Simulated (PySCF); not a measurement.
# C9H8O2: NMR shifts at several levels of theory

Aim: compute the NMR shifts of C9H8O2 (`O=C(O)/C=C/c1ccccc1`) at several levels, and see how far they spread and what each costs.

Programs: PySCF 2.14.0, with density-fitted response routines of our own. Each step states its level of theory. These are calculated values for one molecule in the gas phase, unless marked as measured. Atoms count from 0, in the outputs and in this text.

## (1) The starting structure

19 atoms, charge 0, multiplicity 1; geometry from: GFN2-xTB.

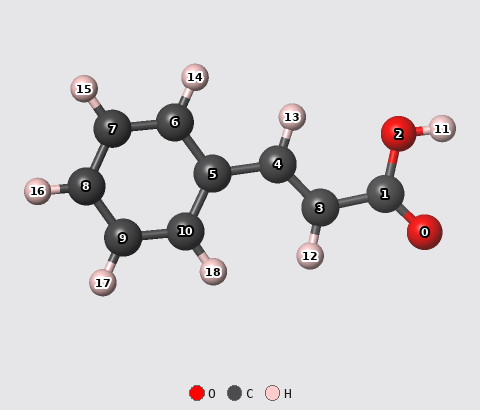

The starting geometry (oxygen red, carbon dark grey, hydrogen pink), atoms numbered.

## (2) Relaxing the molecule at PBE0-D3(BJ)/def2-SVP

What the job is given:

```
{"job": {"xc": "PBE0", "basis": "def2-SVP", "d3": "d3bj", "grid": 1, "kind": "geom"}, "charge": 0, "multiplicity": 1}
O      3.578930    -1.647860     0.305370
C      2.850460    -0.688520     0.213650
O      3.338980     0.567130     0.179750
C      1.391150    -0.767740     0.130020
C      0.603530     0.311440     0.029420
C     -0.842820     0.328280    -0.064130
C     -1.494260     1.562090    -0.158760
C     -2.870130     1.633250    -0.254120
C     -3.625890     0.472000    -0.257550
C     -2.995120    -0.759210    -0.166370
C     -1.619850    -0.833660    -0.069680
H      4.306010     0.533990     0.237440
H      1.009650    -1.776890     0.154090
H      1.079750     1.283730     0.013370
H     -0.907500     2.469620    -0.158720
H     -3.356360     2.595060    -0.325590
H     -4.701880     0.525270    -0.330470
H     -3.581830    -1.666120    -0.171930
H     -1.144970    -1.799460     0.001570
```

Log:

```text
step   0  E = -497.31492700  max force = 0.013570
step   1  E = -497.31611541  max force = 0.009749
step   2  E = -497.31576264  max force = 0.010005
step   3  E = -497.31640269  max force = 0.003291
step   4  E = -497.31642907  max force = 0.003920
step   5  E = -497.31657131  max force = 0.002266
step   6  E = -497.31661074  max force = 0.000456
step   7  E = -497.31661472  max force = 0.000564
step   8  E = -497.31661883  max force = 0.000112
optimisation converged
```

It took 62 s on 8 threads of AMD EPYC 9R14 (Zen 4), shared host.

Along the way: (the energy doesn't fall at every step)

```tsv
step	energy from step 0 (eV)	largest force component (eV/Å)
0	0.0000	0.6978
1	-0.0323	0.5013
2	-0.0227	0.5145
3	-0.0402	0.1692
4	-0.0409	0.2016
5	-0.0447	0.1165
6	-0.0458	0.0234
7	-0.0459	0.0290
8	-0.0460	0.0058
```

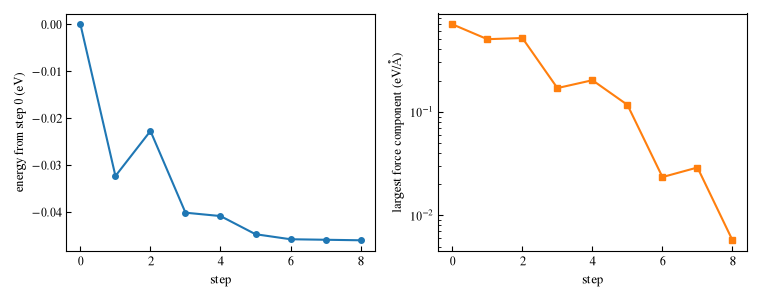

Energy and largest force along the relaxation.

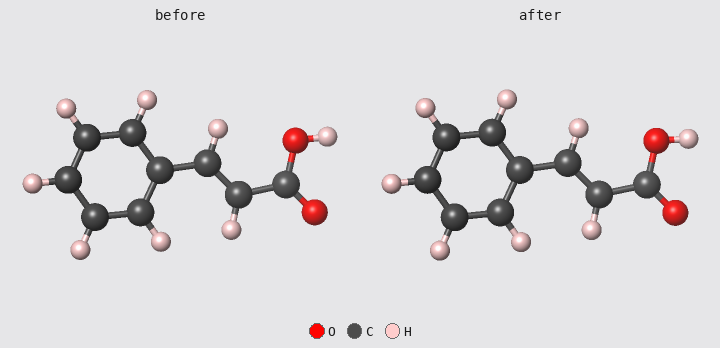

The geometry before (left) and after (right).

Close pairs (by a distance rule), those that changed most:

```tsv
bond	before (Å)	after (Å)	change (Å)
C10–H18	1.079	1.092	+0.013
C8–H16	1.080	1.092	+0.013
C3–H12	1.079	1.092	+0.013
C6–H14	1.081	1.093	+0.012
C9–H17	1.080	1.092	+0.012
C7–H15	1.080	1.092	+0.012
C4–H13	1.083	1.095	+0.012
C4–C5	1.449	1.460	+0.011
```

The end geometry stands in the next job.

```tsv
at the end point	value
point group (found at 0.08 Å tolerance)	Cs
rotational constants (GHz, main isotopes)	3.687, 0.478, 0.423
dipole moment (D)	2.87
```

## (3) Shielding tensors: PBE0/pcSseg-1

What the job is given:

```
{"job": {"kind": "nmr", "xc": "PBE0", "basis": "pcSseg-1", "pop": false}, "charge": 0, "multiplicity": 1}
O      3.584238    -1.657015     0.358904
C      2.869909    -0.691093     0.242434
O      3.359316     0.561244     0.198961
C      1.405250    -0.761638     0.137310
C      0.613489     0.319517     0.021657
C     -0.843265     0.336181    -0.079591
C     -1.499499     1.573816    -0.173111
C     -2.886333     1.645496    -0.266456
C     -3.644162     0.476374    -0.269430
C     -3.006001    -0.762996    -0.179089
C     -1.622410    -0.834019    -0.085080
H      4.320680     0.473353     0.276646
H      1.014417    -1.780488     0.167091
H      1.102301     1.298766     0.004203
H     -0.904926     2.491098    -0.170402
H     -3.377853     2.618375    -0.336765
H     -4.732898     0.527616    -0.342244
H     -3.596156    -1.682184    -0.182110
H     -1.138246    -1.810002    -0.015568
```

Method: GIAO PBE0/pcSseg-1 NMR shielding, non-relativistic, gas phase.

Log:

```text
coarse grid: 16912 points
cycle   1  E = -497.3491489728  dE =  2.013e+00  |g| = 9.299e-01  |ddm| = 4.420e+00
cycle   2  E = -497.0342211778  dE =  3.149e-01  |g| = 1.600e+00  |ddm| = 2.328e+00
cycle   3  E = -497.4975761999  dE = -4.634e-01  |g| = 3.130e-01  |ddm| = 1.667e+00
cycle   4  E = -497.5160478071  dE = -1.847e-02  |g| = 7.890e-02  |ddm| = 3.124e-01
cycle   5  E = -497.5169510081  dE = -9.032e-04  |g| = 2.834e-02  |ddm| = 6.591e-02
cycle   6  E = -497.5171258669  dE = -1.749e-04  |g| = 7.947e-03  |ddm| = 2.936e-02
cycle   7  E = -497.5171396812  dE = -1.381e-05  |g| = 3.098e-03  |ddm| = 9.499e-03
cycle   8  E = -497.5171420203  dE = -2.339e-06  |g| = 6.575e-04  |ddm| = 3.321e-03
final grid: 166264 points
cycle   9  E = -497.6023256040  dE = -3.650e-05  |g| = 1.209e-02  |ddm| = 5.662e-02
cycle  10  E = -497.6022810574  dE =  4.455e-05  |g| = 1.950e-02  |ddm| = 2.909e-02
cycle  11  E = -497.6023544687  dE = -7.341e-05  |g| = 3.370e-03  |ddm| = 1.880e-02
cycle  12  E = -497.6023567040  dE = -2.235e-06  |g| = 4.877e-04  |ddm| = 2.909e-03
cycle  13  E = -497.6023567415  dE = -3.752e-08  |g| = 1.443e-04  |ddm| = 4.582e-04
cycle  14  E = -497.6023567457  dE = -4.253e-09  |g| = 3.620e-05  |ddm| = 1.740e-04
cycle  15  E = -497.6023567460  dE = -2.294e-10  |g| = 1.728e-05  |ddm| = 4.965e-05
converged SCF energy = -497.6023567460

GIAO shielding tensors (ppm)
atom      isotropic    diamagn.    paramagn.     s11        s22        s33       span
  0 O     -106.960     398.202    -505.162   -341.002   -234.624    254.746    595.748
  1 C       16.082     246.727    -230.646    -83.995     52.285     79.956    163.951
  2 O      137.591     390.920    -253.329     -9.783    156.952    265.603    275.385
  3 C       62.749     253.841    -191.093    -30.941     78.488    140.699    171.639
  4 C       31.407     254.397    -222.990    -80.224     35.814    138.632    218.855
  5 C       45.912     257.517    -211.605    -49.277     10.378    176.636    225.913
  6 C       45.853     250.623    -204.770    -56.004     34.185    159.377    215.382
  7 C       49.870     253.646    -203.776    -61.251     36.590    174.270    235.520
  8 C       47.478     253.947    -206.469    -63.039     30.926    174.547    237.586
  9 C       50.078     252.906    -202.828    -61.117     36.125    175.228    236.345
 10 C       53.838     250.760    -196.922    -53.239     36.420    178.334    231.573
 11 H       25.763      27.655      -1.892     21.053     22.481     33.755     12.703
 12 H       24.865      33.431      -8.566     20.886     24.019     29.690      8.804
 13 H       23.637      33.286      -9.649     20.315     21.295     29.301      8.986
 14 H       23.890      32.244      -8.354     20.324     23.334     28.012      7.687
 15 H       23.740      28.384      -4.644     20.431     24.165     26.623      6.192
 16 H       23.765      27.342      -3.578     20.639     24.171     26.483      5.844
 17 H       23.711      29.094      -5.383     20.218     24.130     26.784      6.566
 18 H       23.214      33.456     -10.242     18.592     22.787     28.262      9.670
```

It took 19 s on 8 threads of AMD EPYC 9R14 (Zen 4), shared host.

Shifts follow as δ = σ(reference) − σ, with reference shieldings (ppm) from runs at the same level and on the same kind of geometry: ¹H TMS 31.27, ¹³C TMS 184.4, ¹⁷O H2O 334.6. The references are single molecules in the gas phase, so shifts against H2O, NH3, PH3, H3PO4 or CFCl3 are not on the usual liquid scales and can be off by tens of ppm. Atoms listed in one row are averaged.

```tsv
atoms	environment	σ (ppm)	δ (ppm)	δ scaled to CDCl3
C1	carboxylic acid carbon	16.1	168.3	162.9
C4	β carbon of a C=C–C=O unit	31.4	153.0	148.1
C5	substituted aromatic carbon	45.9	138.5	134.0
C8	aromatic CH	47.5	136.9	132.5
C6, C10	aromatic CH	49.8	134.6	130.2
C7, C9	aromatic CH	50.0	134.4	130.0
C3	α carbon of a C=C–C=O unit	62.7	121.7	117.6
H14, H18	hydrogen on an aromatic CH	23.55	7.72	7.53
H13	hydrogen on a β carbon of a C=C–C=O unit	23.64	7.63	7.45
H15, H17	hydrogen on an aromatic CH	23.73	7.54	7.36
H16	hydrogen on an aromatic CH	23.76	7.50	7.33
H12	hydrogen on an α carbon of a C=C–C=O unit	24.86	6.40	6.28
H11	hydrogen on an acid hydroxyl oxygen	25.76	5.50	–
O0	carbonyl oxygen	-107.0	441.5	–
O2	acid hydroxyl oxygen	137.6	197.0	–
```

The scaled column applies a straight-line fit of computed shieldings to shifts measured in CDCl3 (root-mean-square error 0.21 ppm for H, 2.0 ppm for C).

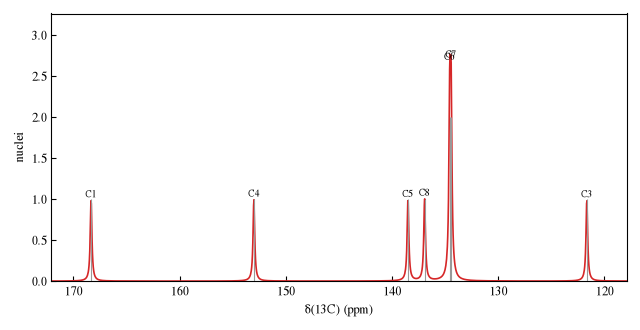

¹³C lines at the computed shifts, without couplings. Lines are broadened to a width of 0.19 ppm (Lorentzian).

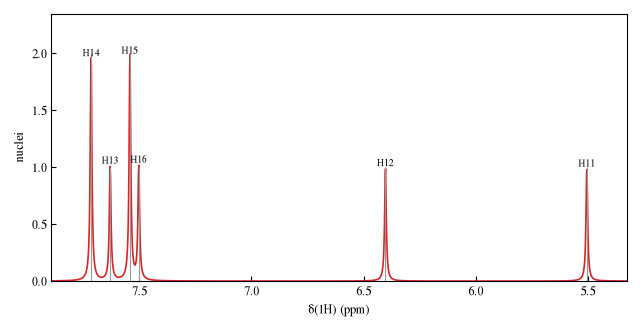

¹H lines at the computed shifts, without couplings. Lines are broadened to a width of 0.01 ppm (Lorentzian).

Ring of atoms C5, C6, C7, C8, C9, C10: NICS(0) -7.7, NICS(1) -10.7, NICS(1)zz -26.5 ppm (means of both faces).

## (4) NMR shieldings: PBE/pcSseg-1

The job, as its differences from that of step 3:

```diff
@@ -1,2 +1,2 @@
-{"job": {"kind": "nmr", "xc": "PBE0", "basis": "pcSseg-1", "pop": false}, "charge": 0, "multiplicity": 1}
+{"job": {"kind": "nmr", "xc": "PBE", "basis": "pcSseg-1", "pop": false}, "charge": 0, "multiplicity": 1}
 O      3.584238    -1.657015     0.358904
```

Method: GIAO PBE/pcSseg-1 NMR shielding, non-relativistic, gas phase.

Log:

```text
coarse grid: 16912 points
cycle   1  E = -497.2372419870  dE =  1.668e+00  |g| = 1.083e+00  |ddm| = 4.535e+00
cycle   2  E = -496.3519990123  dE =  8.852e-01  |g| = 2.303e+00  |ddm| = 3.483e+00
cycle   3  E = -497.3654762543  dE = -1.013e+00  |g| = 7.032e-01  |ddm| = 2.863e+00
cycle   4  E = -497.4661047847  dE = -1.006e-01  |g| = 1.417e-01  |ddm| = 6.702e-01
cycle   5  E = -497.4673988831  dE = -1.294e-03  |g| = 1.010e-01  |ddm| = 1.669e-01
cycle   6  E = -497.4695420644  dE = -2.143e-03  |g| = 3.450e-02  |ddm| = 1.092e-01
cycle   7  E = -497.4698543009  dE = -3.122e-04  |g| = 1.124e-02  |ddm| = 4.031e-02
cycle   8  E = -497.4698853189  dE = -3.102e-05  |g| = 2.395e-03  |ddm| = 1.319e-02
cycle   9  E = -497.4698865572  dE = -1.238e-06  |g| = 9.470e-04  |ddm| = 3.298e-03
final grid: 166264 points
cycle  10  E = -497.5856802701  dE = -2.164e-05  |g| = 2.043e-02  |ddm| = 8.118e-02
cycle  11  E = -497.5853153571  dE =  3.649e-04  |g| = 4.650e-02  |ddm| = 6.238e-02
cycle  12  E = -497.5857468141  dE = -4.315e-04  |g| = 1.108e-02  |ddm| = 4.744e-02
cycle  13  E = -497.5857717644  dE = -2.495e-05  |g| = 1.663e-03  |ddm| = 9.457e-03
cycle  14  E = -497.5857722580  dE = -4.936e-07  |g| = 4.653e-04  |ddm| = 1.759e-03
cycle  15  E = -497.5857723012  dE = -4.323e-08  |g| = 2.423e-04  |ddm| = 7.616e-04
cycle  16  E = -497.5857723173  dE = -1.610e-08  |g| = 5.454e-05  |ddm| = 2.704e-04
cycle  17  E = -497.5857723179  dE = -6.139e-10  |g| = 2.064e-05  |ddm| = 5.937e-05
converged SCF energy = -497.5857723179

GIAO shielding tensors (ppm)
atom      isotropic    diamagn.    paramagn.     s11        s22        s33       span
  0 O     -111.664     399.093    -510.757   -342.527   -230.090    237.624    580.150
  1 C       15.547     247.080    -231.533    -78.281     50.820     74.104    152.384
  2 O      125.237     389.753    -264.516    -19.256    140.250    254.716    273.972
  3 C       59.796     253.078    -193.282    -28.664     72.756    135.296    163.960
  4 C       30.118     254.015    -223.897    -73.546     32.762    131.139    204.685
  5 C       42.741     256.463    -213.722    -47.441      4.564    171.100    218.541
  6 C       43.731     250.118    -206.387    -53.819     32.809    152.202    206.021
  7 C       47.530     252.553    -205.023    -59.973     34.700    167.862    227.835
  8 C       45.681     252.684    -207.004    -60.789     29.807    168.024    228.814
  9 C       47.797     251.976    -204.179    -59.793     34.243    168.941    228.735
 10 C       52.348     250.547    -198.199    -50.856     35.228    172.672    223.528
 11 H       25.926      28.034      -2.108     20.977     23.628     33.174     12.198
 12 H       24.899      33.742      -8.843     21.248     23.880     29.569      8.321
 13 H       23.743      33.589      -9.846     20.687     21.381     29.161      8.474
 14 H       23.975      32.552      -8.576     20.712     23.191     28.024      7.312
 15 H       23.793      28.369      -4.576     20.740     23.958     26.682      5.941
 16 H       23.837      27.315      -3.479     20.956     23.998     26.555      5.599
 17 H       23.770      29.113      -5.343     20.535     23.940     26.836      6.301
 18 H       23.306      33.821     -10.516     18.974     22.692     28.250      9.276
```

Run time: 15 s. Hardware: 8 threads of AMD EPYC 9R14 (Zen 4), shared host.

This run: δ C1 164.5, C4 149.9, C5 137.3, C8 134.4, H14 7.56, H13 7.45 ppm (means over like atoms).

[end of part 1 of 2]
